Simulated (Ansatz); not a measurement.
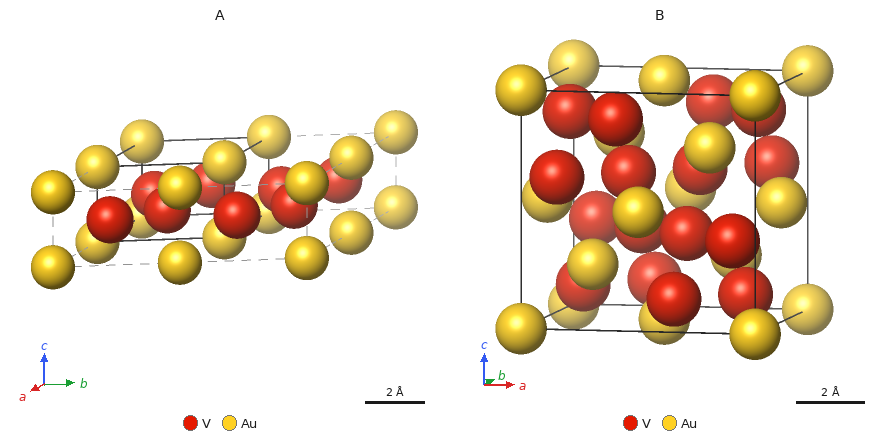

Two structures of V2Au, each relaxed to rest (conventional cells in solid outline, small ones repeated, not to one scale). Method: Ansatz, DFT PBE, scalar-relativistic, plane waves, PAW, without spin polarisation.

### Which structures are these?

A: AlB₂ type, P6/mmm. B: cubic Laves phase (C15, MgCu₂ type), Fd-3m.

### Which has the lower energy, and by how much?

B is lower, by 167 meV/atom at this level of theory (energies at zero smearing). Volumes: A 14.8, B 14.6 Å³/atom.

One or both may be structure types tried for this composition rather than known phases.
